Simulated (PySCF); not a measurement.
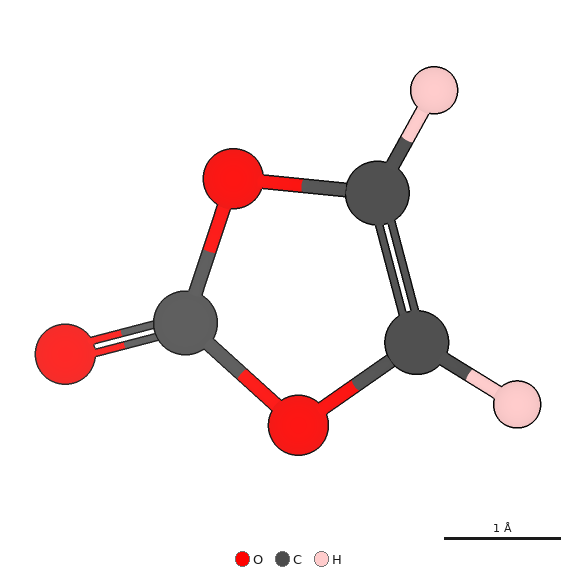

A ball-and-stick model of a molecule. Double and triple bonds are drawn as two and three sticks.

The geometry was computed by an optimisation with GFN2-xTB. No frequency run is at hand to confirm it as a minimum.

Question: Which formula does it have?

Answer: C₃H₂O₃, 8 atoms: 3 carbon, 2 hydrogen and 3 oxygen.

Question: Write the SMILES.

Answer: O=c1occo1

Question: How many sets of symmetry-equivalent atoms are there?

Answer: 5: 1 O, 1 C, 2 O, 2 C, 2 H.

Question: Count the bonded pairs by element.

Answer: 5 C–O, 2 C–H, 1 C–C.

Question: Which point group does it belong to?

Answer: C2v.

The parts below concern this one geometry. Atoms keep their numbers from picture to picture.

**Shape**

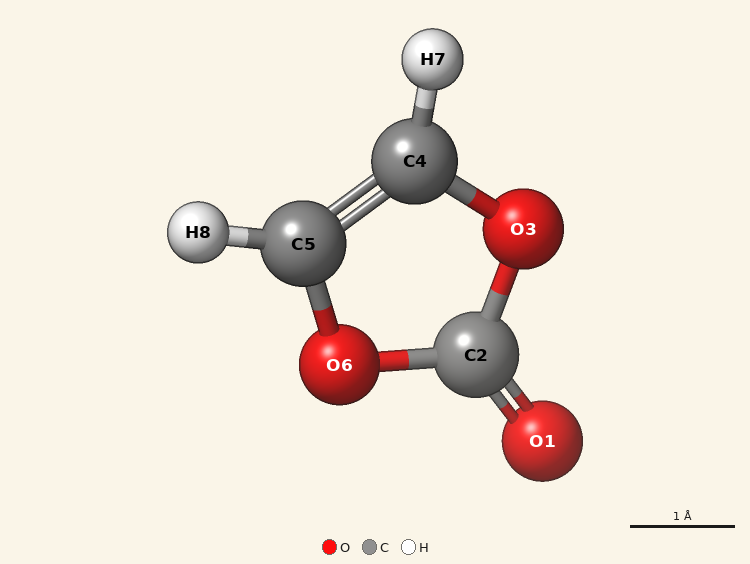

The atoms are numbered. No frequency run is at hand to confirm it as a minimum.

Question: Describe the coordination of atom 3.

Answer: O3 has 2 neighbours (C2 at 1.36, C4 at 1.36 Å); the arrangement is bent.

Question: How are the neighbours of atom 4 arranged?

Answer: C4 has 3 neighbours (O3 at 1.36, C5 at 1.33, H7 at 1.07 Å); the arrangement is trigonal planar.

Question: What is the geometry at C2?

Answer: C2 has 3 neighbours (O1 at 1.19, O3 at 1.36, O6 at 1.36 Å); the arrangement is trigonal planar.

Question: What is the dihedral angle O3–C4–C5–O6?

Answer: 0° in size, that is syn (eclipsed).

**Charges**

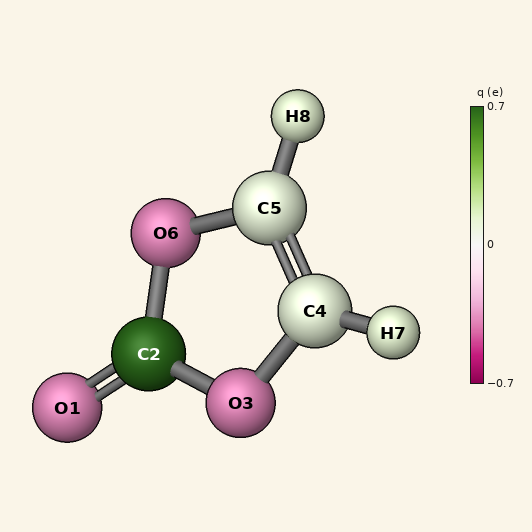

Atoms are coloured by their Mulliken charges. No frequency run is at hand to confirm it as a minimum. Method: PBE0/pcSseg-1, gas phase (PySCF 2.14.0).

Question: Which atom carries the highest charge (most positive or least negative)?

Answer: C2 (0.68 e).

Question: And the lowest?

Answer: O3, O6 (−0.39 e).

List the Mulliken charges.

```tsv
atom	value (e)
O1	−0.38
C2	0.68
O3	−0.39
C4	0.10
C5	0.10
O6	−0.39
H7	0.13
H8	0.13
```

**Ring current**

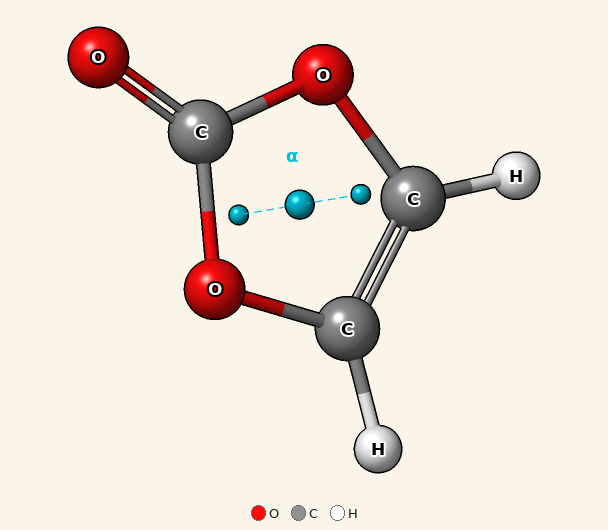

The small points mark where nucleus-independent chemical shifts (NICS) were computed: at the centre of each lettered ring and 1 Å above and below it. No frequency run is at hand to confirm it as a minimum. Properties computed with GIAO PBE0/pcSseg-1 NMR shielding, non-relativistic, gas phase (PySCF 2.14.0).

Give NICS(0), NICS(1) and the out-of-plane component NICS(1)zz for each ring (means of the two sides).

```
ring  members  NICS(0)  NICS(1)  NICS(1)zz
   α     C3O2     −8.3     −5.0      −11.4
```

Values in ppm.

**NMR shielding**

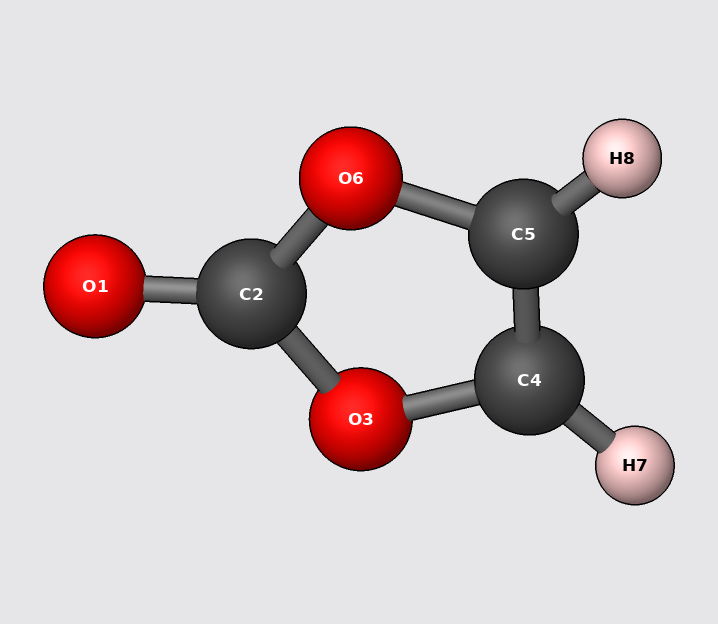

No frequency run is at hand to confirm it as a minimum. Method: GIAO PBE0/pcSseg-1 NMR shielding, non-relativistic, gas phase (PySCF 2.14.0). Principal shieldings σ11 ≤ σ22 ≤ σ33, span Ω = σ33 − σ11, skew κ = 3(σiso − σ22)/Ω.

Question: Which O atom has the most anisotropic shielding?

Answer: O1, with a span of 445 ppm.

Give the shielding tensors of the O atoms.

```json
{"atom": "O1", "σ11": "−135.2", "σ22": "−61.6", "σ33": "310.1", "σiso": "37.8", "Ω": "445.3", "κ": "0.67"}
{"atom": "O3, O6", "σ11": "−33.7", "σ22": "136.4", "σ33": "225.9", "σiso": "109.5", "Ω": "259.6", "κ": "−0.31"}
```

Shieldings and span in ppm.

**Excitation**

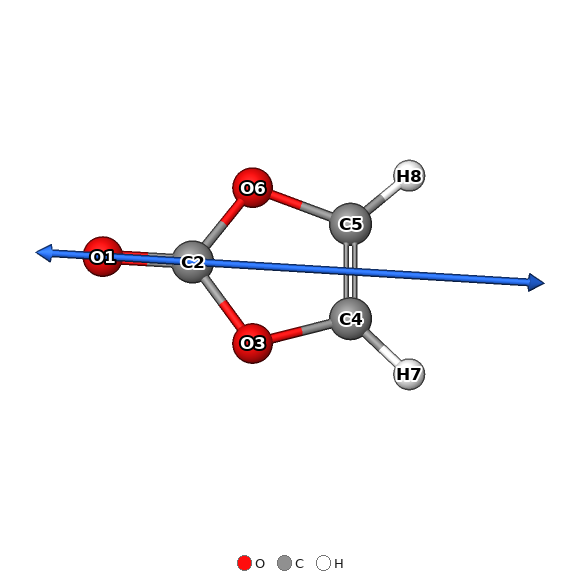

The double arrow shows the direction of the transition dipole to excited singlet state 3 (its length means nothing). No frequency run is at hand to confirm it as a minimum. Properties computed with TDDFT PBE0/def2-SVPD, vertical, gas phase, core orbitals frozen in the response (PySCF 2.14.0).

Question: How is the transition polarised?

Answer: In the molecular plane, nearly parallel to the O1–C2 bond.

Question: Give its energy, strength and character.

Answer: 7.06 eV (176 nm), oscillator strength 0.16, mainly HOMO → LUMO+2 (weight 0.97); transition dipole 2.41 D.

Mulliken values depend strongly on the basis set and can even reverse the polarity of a bond.
